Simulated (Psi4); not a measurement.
**GeH4O2 (SMILES [OH][GeH2][OH]): CAM-B3LYP/cc-pVDZ**

Aim: the energy change on altering one bond length of GeH4O2 at CAM-B3LYP/cc-pVDZ, from 2 runs. 

The calculation is run with Psi4 1.11.

## (1) Starting point

GeH4O2 has 7 atoms, charge 0, and is taken as a singlet. SMILES: `[OH][GeH2][OH]`. Geometry: relaxed at PBE0-D4/def2-TZVP. This is one conformer, not always the lowest.

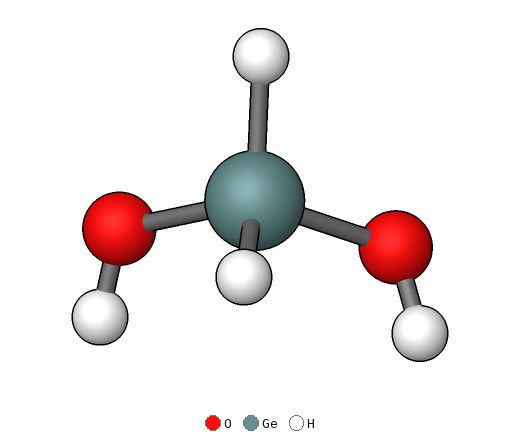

Viewed from a chosen angle; oxygen red, germanium teal, hydrogen white.

## (2) Energy and forces at CAM-B3LYP/cc-pVDZ

Contents of input.dat:

```
memory 2.2 GB

molecule {
  O     -1.491300    -0.416000    -0.173900
  Ge     0.023500     0.377000     0.305300
  O      1.347400    -0.798900     0.400600
  H     -1.634900    -0.418700    -1.122100
  H      0.363400     1.460500    -0.739100
  H     -0.172500     0.863100     1.737300
  H      1.625600    -1.135200    -0.453800
  symmetry c1
}

set globals {
  basis cc-pVDZ
  reference rks
  puream true
  e_convergence 1e-09
  d_convergence 1e-08
  scf_type pk
  dft_radial_points 99
  dft_spherical_points 590
}

e_tot, wfn = gradient("cam-b3lyp", return_wfn=True)
print_variables()
```

On the command line:

```console
$ psi4 -i input.dat -o output.dat -n 1
```

output.dat:

```text
[...]
  Running in c1 symmetry.
[...]
  Nuclear repulsion =  219.679499594560724
[...]
  Multiplicity = 1
[...]
  Nalpha       = 26
  Nbeta        = 26
[...]
    Number of basis functions: 75
[...]
   @RKS iter   1: -2229.28540801234885   -3.28404e+00   1.59398e-02 ADIIS/DIIS
[...]
   @RKS iter  12: -2229.92898958237492   -4.54747e-13   9.85432e-10 DIIS
[...]
    Orbital Energies [Eh]
    ---------------------
    Doubly Occupied:
       1A   -398.869578     2A    -49.905104     3A    -44.428882
       4A    -44.428747     5A    -44.428471     6A    -19.206005
       7A    -19.205153     8A     -6.336698     9A     -4.510158
      10A     -4.509360    11A     -4.507632    12A     -1.335260
      13A     -1.331936    14A     -1.327579    15A     -1.325941
      16A     -1.325851    17A     -1.067609    18A     -1.047131
      19A     -0.650664    20A     -0.549792    21A     -0.516147
      22A     -0.444449    23A     -0.408498    24A     -0.402782
      25A     -0.365646    26A     -0.360929
[...]
  @RKS Final Energy: -2229.92898958237492
   => Energetics <=
    Nuclear Repulsion Energy =            219.6794995945607241
    One-Electron Energy =               -3541.5834697832920028
    Two-Electron Energy =                1167.4827644528675137
    DFT Exchange-Correlation Energy =     -75.5077838465113160
    Empirical Dispersion Energy =           0.0000000000000000
    VV10 Nonlocal Energy =                  0.0000000000000000
    Total Energy =                      -2229.9289895823749248
[...]
 Multipole Moments:
 ------------------------------------------------------------------------------------
     Multipole            Electronic (a.u.)      Nuclear  (a.u.)        Total (a.u.)
 ------------------------------------------------------------------------------------
 L = 1.  Multiply by 2.5417464519 to convert [e a0] to [Debye]
 Dipole X            :          0.1987042           -0.0702225            0.1284817
 Dipole Y            :          2.6831228           -2.3478850            0.3352378
 Dipole Z            :          1.1236767           -2.0944336           -0.9707568
 Magnitude           :                                                    1.0350173
[...]
  -Total Gradient:
     Atom            X                  Y                   Z
    ------   -----------------  -----------------  -----------------
       1        0.004246283971     0.002089028100    -0.005646357693
       2       -0.000421555447    -0.005791643856    -0.000273762437
       3       -0.002773528307     0.001344810998    -0.006858730382
       4        0.001089764798     0.000228541246     0.006818522546
       5       -0.000042316523    -0.000657536192    -0.000215742143
       6       -0.000083617585     0.000267716724     0.000208469450
       7       -0.002008370072     0.002506846184     0.005955847486
[...]
```

Wall time 85 s (1 thread of AMD EPYC 7R43 (Zen 3), shared host); peak memory 1.3 GiB.

## (3) The distorted shape: a single-point energy at CAM-B3LYP/cc-pVDZ

Contents of input.inp:

```
memory 2200 mb

molecule mol {
  0 1
  O     -1.376424    -0.413840     0.584632
  Ge     0.138376     0.379160     1.063832
  O      1.462276    -0.796740     1.159132
  H     -1.634900    -0.418700    -1.122100
  H      0.478276     1.462660     0.019432
  H     -0.057624     0.865260     2.495832
  H      1.740476    -1.133040     0.304732
  units angstrom
  symmetry c1
}

set {
  puream true
  e_convergence 1e-09
  d_convergence 1e-08
  scf_type pk
  dft_radial_points 99
  dft_spherical_points 590
}

E, wfn = energy("cam-b3lyp/cc-pVDZ", return_wfn=True)
oeprop(wfn, "QUADRUPOLE", "MAYER_INDICES", "MULLIKEN_CHARGES")
```

On the command line:

```console
$ psi4 -n 1 input.inp input.out
```

input.out, cut to the lines that bear on the results:

```text
[...]
  Running in c1 symmetry.
[...]
  Nuclear repulsion =  216.014853687931975
[...]
  Multiplicity = 1
[...]
  Nalpha       = 26
  Nbeta        = 26
[...]
    Number of basis functions: 75
[...]
   @RKS iter   1: -2229.01564216858333   -3.32586e+00   1.64548e-02 ADIIS/DIIS
[...]
   @RKS iter  13: -2229.78372189736183   -1.72804e-11   8.75277e-09 DIIS
[...]
  @RKS Final Energy: -2229.78372189736183
   => Energetics <=
    Nuclear Repulsion Energy =            216.0148536879319749
    One-Electron Energy =               -3534.4774360492219785
    Two-Electron Energy =                1164.0389217615088455
    DFT Exchange-Correlation Energy =     -75.3600612975799891
    Empirical Dispersion Energy =           0.0000000000000000
    VV10 Nonlocal Energy =                  0.0000000000000000
    Total Energy =                      -2229.7837218973613744
[...]
 Multipole Moments:
 ------------------------------------------------------------------------------------
     Multipole            Electronic (a.u.)      Nuclear  (a.u.)        Total (a.u.)
 ------------------------------------------------------------------------------------
 L = 1.  Multiply by 2.5417464519 to convert [e a0] to [Debye]
 Dipole X            :          0.3020481           -0.1838278            0.1182203
 Dipole Y            :          2.6956166           -2.3500211            0.3455955
 Dipole Z            :          1.7949352           -2.8445749           -1.0496397
 Magnitude           :                                                    1.1113757
 L = 2.  Multiply by 1.3450342976 to convert [e a0^2] to [Debye ang]
 Quadrupole XX       :       -160.5109535          136.4058739          -24.1050796
 Quadrupole XY       :         13.8765176          -14.5336480           -0.6571304
[...]
  Mulliken Charges: (a.u.)
   Center  Symbol    Alpha    Beta     Spin     Total
       1     O     4.22816  4.22816  0.00000 -0.45632
       2    GE    15.66776 15.66776  0.00000  0.66449
       3     O     4.19677  4.19677  0.00000 -0.39354
       4     H     0.39872  0.39872  0.00000  0.20256
       5     H     0.55845  0.55845  0.00000 -0.11691
       6     H     0.53041  0.53041  0.00000 -0.06082
       7     H     0.41974  0.41974  0.00000  0.16053
   Total alpha = 26.00000, Total beta = 26.00000, Total charge = -0.00000
  Mayer Bond Indices:
[...]
```

It took 32 s on 1 thread of AMD EPYC 7R43 (Zen 3), shared host; peak memory 1.2 GiB.

## (4) Results

At CAM-B3LYP/cc-pVDZ:

```
                                                         quantity           value
                                        first shape: total energy  -2229.92899 Eh
                                       first shape: dipole moment          2.63 D
                                         first shape: HOMO energy        -9.82 eV
                                         first shape: LUMO energy         1.83 eV
                                       first shape: HOMO–LUMO gap        11.65 eV
                            first shape: largest force on an atom      0.387 eV/Å
                                    distorted shape: total energy  -2229.78372 Eh
                                   distorted shape: dipole moment          2.82 D
                                     distorted shape: HOMO energy        -9.67 eV
                                     distorted shape: LUMO energy        -2.40 eV
                                   distorted shape: HOMO–LUMO gap         7.26 eV
energy change with the O1–H4 bond stretched from 0.959 to 1.726 Å        3.953 eV
```

With the O1–H4 bond stretched from 0.959 to 1.726 Å the energy rises by 3.95 eV (91 kcal/mol). The first shape isn't relaxed at this level, so the change isn't measured from a minimum. A restricted reference can't describe the breaking bond well at this length. The largest force (first shape) is 0.39 eV/Å: the shape isn't a stationary point for this species at this level.
